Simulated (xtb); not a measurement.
**Calculation of the molecule and its ions, with input and output: CH3FSSi**

The run: calculation of the molecule and its ions of CH3FSSi. Method and program: GFN1-xTB, ALPB solvent benzene (xtb 6.7.1).

The geometry was optimised with GFN2-xTB.

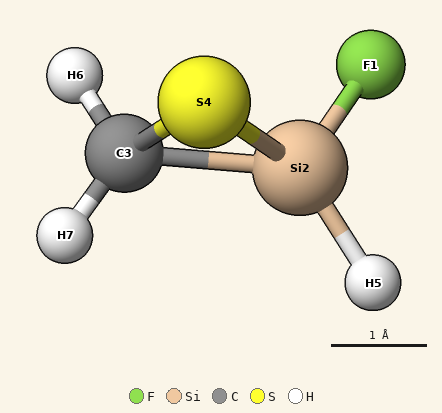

**Figure 1.** The input geometry (ball-and-stick view, seen at a tilt; atoms are numbered from 1 in the order of the input). Bond lengths as drawn: C–H 1.08 Å, C–S 1.88 Å, C–Si 1.86 Å, F–Si 1.61 Å, H–Si 1.43 Å and S–Si 2.11 Å.

## The input (geo.gen)
```
7 C
 F Si C S H
   1  1      0.46136000     -1.75048000     -1.18799000
   2  2     -0.17492000     -0.89461000      0.01224000
   3  3      0.03306000      0.95152000     -0.08526000
   4  4      1.14226000      0.21215000      1.24114000
   5  5     -1.30433000     -1.61176000      0.52359000
   6  5      0.60422000      1.40262000     -0.88479000
   7  5     -0.70045000      1.62256000      0.33538000
```

## File .CHRG
```
0
```

## File .UHF
```
0
```

## File detailed.inp
```
$scc
   broydamp=1.0
$gbsa
   gbsagrid=tight
$end
```

Run on 1 thread of Arm Neoverse V1, 24 GiB of memory available, shared host.

Command:
```bash
xtb geo.gen --vea --gfn 2 --alpb benzene --etemp 2000 --input detailed.inp --pop --norestart -P 1 > run.log
```

## The program's output
```
* xtb version 6.7.1
   ID    Z sym.   atoms
    1    9 F      1
    2   14 Si     2
    3    6 C      3
    4   16 S      4
    5    1 H      5-7

           -------------------------------------------------
          |                Calculation Setup                |
           -------------------------------------------------

          program call               : xtb geo.gen --vea --gfn 2 --alpb benzene --etemp 2000 --input detailed.inp --pop --norestart -P 1
          coordinate file            : geo.gen
          omp threads                :                     1

           -------------------------------------------------
          |                 G F N 1 - x T B                 |
           -------------------------------------------------

      * Hamiltonian:
        H0-scaling (s, p, d)           1.850000    2.250000    2.000000
        zeta-weighting                 0.000000
      * Dispersion:
        s8                             2.400000
        a1                             0.630000
        a2                             5.000000
        s9                             0.000000
      * Repulsion:
        kExp                           1.500000
        rExp                           1.000000
      * Coulomb:
        alpha                          2.000000
        third order                    atomic
        anisotropic                    false
      * Halogen bond correction:
        rad-scale                      1.300000
        damping                        0.440000

      * Solvation model:               ALPB
        Solvent                        benzene
        Parameter file                 internal GFN1-xTB/ALPB
        Dielectric constant                7.0000E+00
        Reference state                gsolv [1 M gas/solution]
        Free energy shift                  5.0562E-03 Eh       3.1728E+00 kcal/mol
        Temperature                        2.9815E+02 K
        Density                            8.6700E-01 kg/L
        Solvent mass                       7.8110E+01 g/mol
        Interaction kernel             P16
        Born radius scaling (c1)           1.7593E+00
        Born radii integrator          GBOBC
        Born offset                        0.0000E+00 a0       0.0000E+00 AA
        H-bond correction              false
        Ion screening                  false
        Surface tension                    1.0000E-05 Eh       1.5569E+01 dyn/cm
        Grid points                               974 per atom

          ...................................................
          :                      SETUP                      :
          :.................................................:
          :  # basis functions                  34          :
          :  # atomic orbitals                  32          :
          :  # shells                           16          :
          :  # electrons                        24          :
          :  # halogen bonds                     0          :
          :  max. iterations                   250          :
          :  Hamiltonian                  GFN1-xTB          :
          :  restarted?                      false          :
          :  GBSA solvation                   true          :
          :  PC potential                    false          :
          :  electronic temp.         2000.0000000     K    :
          :  accuracy                    1.0000000          :
          :  -> integral cutoff          0.2500000E+02      :
          :  -> integral neglect         0.1000000E-07      :
          :  -> SCF convergence          0.1000000E-05 Eh   :
          :  -> wf. convergence          0.2000000E-04 e    :
          :  Broyden damping             1.0000000          :
          :  net charge                          0          :
          :  unpaired electrons                  0          :
          ...................................................

 iter      E             dE          RMSdq      gap      omega  full diag
   1    -14.5856495 -0.145856E+02  0.753E+00    5.53       0.0  T
   2    -14.5644570  0.211925E-01  0.180E+00    4.88       1.0  T
   3    -14.4468298  0.117627E+00  0.387E+00    4.95       1.0  T
   4    -14.5902255 -0.143396E+00  0.362E-01    5.43       1.0  T
   5    -14.5913335 -0.110799E-02  0.166E-01    5.50       1.0  T
   6    -14.5916042 -0.270761E-03  0.612E-02    5.49       1.0  T
   7    -14.5916039  0.327316E-06  0.446E-02    5.49       1.0  T
   8    -14.5916206 -0.166406E-04  0.197E-02    5.49       1.9  T
   9    -14.5916245 -0.390644E-05  0.400E-03    5.48       9.5  T
  10    -14.5916246 -0.154528E-06  0.247E-04    5.49     152.8  T
  11    -14.5916246 -0.503473E-09  0.664E-05    5.49     569.1  T
  12    -14.5916246 -0.439702E-10  0.664E-06    5.49    5695.7  T

   *** convergence criteria satisfied after 12 iterations ***

         #    Occupation            Energy/Eh            Energy/eV
      -------------------------------------------------------------
         1        2.0000           -0.8437265             -22.9590
       ...           ...                  ...                  ...
         6        2.0000           -0.5542293             -15.0813
         7        2.0000           -0.5356841             -14.5767
         8        2.0000           -0.5200930             -14.1525
         9        2.0000           -0.4882678             -13.2864
        10        2.0000           -0.4552970             -12.3893
        11        2.0000           -0.4066895             -11.0666
        12        2.0000           -0.4038395             -10.9890 (HOMO)
        13        0.0000           -0.2022653              -5.5039 (LUMO)
        14                         -0.1860566              -5.0629
        15                         -0.1676884              -4.5630
        16                         -0.1353066              -3.6819
        17                         -0.0880918              -2.3971
       ...                                ...                  ...
        32                          1.4780778              40.2205
      -------------------------------------------------------------
                  HL-Gap            0.2015742 Eh            5.4851 eV
             Fermi-level           -0.3017383 Eh           -8.2107 eV

 SCC (total)                   0 d,  0 h,  0 min,  0.006 sec
 SCC setup                      ...        0 min,  0.000 sec (  4.868%)
 Dispersion                     ...        0 min,  0.000 sec (  0.363%)
 classical contributions        ...        0 min,  0.000 sec (  0.110%)
 integral evaluation            ...        0 min,  0.001 sec ( 21.835%)
 iterations                     ...        0 min,  0.002 sec ( 37.464%)
 molecular gradient             ...        0 min,  0.002 sec ( 33.671%)
 printout                       ...        0 min,  0.000 sec (  1.470%)

         :::::::::::::::::::::::::::::::::::::::::::::::::::::
         ::                     SUMMARY                     ::
         :::::::::::::::::::::::::::::::::::::::::::::::::::::
         :: total energy             -14.503652408367 Eh    ::
         :: w/o Gsasa/hb/shift       -14.500857134151 Eh    ::
         :: gradient norm              0.039240539596 Eh/a0 ::
         :: HOMO-LUMO gap              5.485113593915 eV    ::
         ::.................................................::
         :: SCC energy               -14.591624623642 Eh    ::
         :: -> electrostatic           0.016272545496 Eh    ::
         :: -> Gsolv                  -0.004313605983 Eh    ::
         ::    -> Gelec               -0.001518331767 Eh    ::
         ::    -> Gsasa               -0.007851432394 Eh    ::
         ::    -> Ghb                  0.000000000000 Eh    ::
         ::    -> Gshift               0.005056158178 Eh    ::
         :: repulsion energy           0.090158652913 Eh    ::
         :: dispersion energy         -0.002186437638 Eh    ::
         :: halogen bond corr.         0.000000000000 Eh    ::
         :: add. restraining           0.000000000000 Eh    ::
         :: total charge               0.000000001913 e     ::
         :::::::::::::::::::::::::::::::::::::::::::::::::::::

           -------------------------------------------------
          |        vertical delta SCC EA calculation        |
           -------------------------------------------------

 iter      E             dE          RMSdq      gap      omega  full diag
   1    -14.7296939 -0.147297E+02  0.168E+00    0.44       0.0  T
   2    -14.7313052 -0.161132E-02  0.197E+00    0.49       1.0  T
   3    -14.7459683 -0.146631E-01  0.676E-01    0.60       1.0  T
   4    -14.7375050  0.846331E-02  0.111E+00    0.56       1.0  T
   5    -14.7467076 -0.920264E-02  0.225E-01    0.59       1.0  T
   6    -14.7467825 -0.749115E-04  0.988E-02    0.60       1.0  T
   7    -14.7468594 -0.768752E-04  0.165E-02    0.59       2.3  T
   8    -14.7468620 -0.259415E-05  0.400E-03    0.60       9.4  T
   9    -14.7468621 -0.976801E-07  0.104E-03    0.60      36.3  T
  10    -14.7468621 -0.945104E-08  0.158E-04    0.60     239.2  T
  11    -14.7468621 -0.174015E-09  0.804E-06    0.60    4699.7  T
     SCC iter.                  ...        0 min,  0.002 sec
     gradient                   ...        0 min,  0.002 sec
------------------------------------------------------------------------
empirical EA shift (eV):    4.8455
delta SCC EA (eV):   -0.6213
------------------------------------------------------------------------
           -------------------------------------------------
          |                Property Printout                |
           -------------------------------------------------

    * Orbital Energies and Occupations

         #    Occupation            Energy/Eh            Energy/eV
      -------------------------------------------------------------
         1        2.0000           -0.7539661             -20.5165
         2        2.0000           -0.7309113             -19.8891
         3        2.0000           -0.5269710             -14.3396
         4        2.0000           -0.4980688             -13.5531
         5        2.0000           -0.4708757             -12.8132
         6        2.0000           -0.4685681             -12.7504
         7        2.0000           -0.4499949             -12.2450
         8        2.0000           -0.4349466             -11.8355
         9        2.0000           -0.4003781             -10.8948
        10        2.0000           -0.3597058              -9.7881
        11        2.0000           -0.3128792              -8.5139
        12        2.0000           -0.3039324              -8.2704
        13        0.8462           -0.1107614              -3.0140 (HOMO)
        14        0.1481           -0.0888788              -2.4185 (LUMO)
        15        0.0056           -0.0671637              -1.8276
        16        0.0001           -0.0420442              -1.1441
        17        0.0000           -0.0093791              -0.2552
        18                          0.0129945               0.3536
        19                          0.0308248               0.8388
        20                          0.0541552               1.4736
        21                          0.1045104               2.8439
        22                          0.1114311               3.0322
        23                          0.1284077               3.4942
        24                          0.1475364               4.0147
       ...                                ...                  ...
        32                          1.5754719              42.8708
      -------------------------------------------------------------
                  HL-Gap            0.0218826 Eh            0.5955 eV
             Fermi-level           -0.1533597 Eh           -4.1731 eV

  Mulliken/CM5 charges         n(s)   n(p)   n(d)
     1     -0.30777 -0.28762   1.781  5.527  0.000
     2     -0.10575 -0.29266   1.061  2.116  0.928
     3     -0.11175 -0.16321   1.006  3.106  0.000
     4     -0.30712 -0.29832   1.905  4.336  0.066
     5     -0.08735  0.00601   1.087  0.000  0.000
     6     -0.03781  0.02024   1.038  0.000  0.000
     7     -0.04246  0.01555   1.042  0.000  0.000

Wiberg/Mayer (AO) data.
largest (>0.10) Wiberg bond orders for each atom

 ---------------------------------------------------------------------------
     #   Z sym  total        # sym  WBO       # sym  WBO       # sym  WBO
 ---------------------------------------------------------------------------
     1   9      1.190 --     2      1.135
     2  14      4.489 --     4      1.336     1      1.135     3      1.033
                             5      0.938
     3   6      3.828 --     2      1.033     7      0.973     6      0.971
                             4      0.810
     4  16      2.239 --     2      1.336     3      0.810
     5   1      0.993 --     2      0.938
     6   1      1.032 --     3      0.971
     7   1      1.024 --     3      0.973
 ---------------------------------------------------------------------------

Topologies differ in total number of bonds
Writing topology from bond orders to xtbtopo.mol

 dipole moment from electron density (au)
     X       Y       Z
  -0.7859   1.0498  -0.5819  total (Debye):    3.646

           -------------------------------------------------
          | TOTAL ENERGY              -14.658889869007 Eh   |
          | GRADIENT NORM               0.078713918617 Eh/α |
          | HOMO-LUMO GAP               0.595455686273 eV   |
           -------------------------------------------------

------------------------------------------------------------------------
------------------------------------------------------------------------
 total:
 *  cpu-time:     0 d,  0 h,  0 min,  0.017 sec
 * ratio c/w:     1.000 speedup
 SCF:
 *  cpu-time:     0 d,  0 h,  0 min,  0.012 sec
 * ratio c/w:     1.000 speedup
```

## Summary

| quantity | value |
| --- | --- |
| outcome | converged |
| electrons treated | 24 |
| total energy | −14.503652 hartree |
| dispersion energy | −0.002186 hartree |
| solvation energy | −0.004314 hartree |
| basis functions | 34 |
| peak memory | 0.075 GiB |

## Notes

Settings chosen away from the usual ones: method = gfn2-xtb; task = vea; x = {"broyden_damping": 1.0, "etemp": 2000, "surface_grid": "tight"}; geo = {"prev": 1}; partner = base; sm = ALPB; solvent = benzene. These settings are looser than, or depart from, a standard set-up, so the numbers are not reference values for this system.
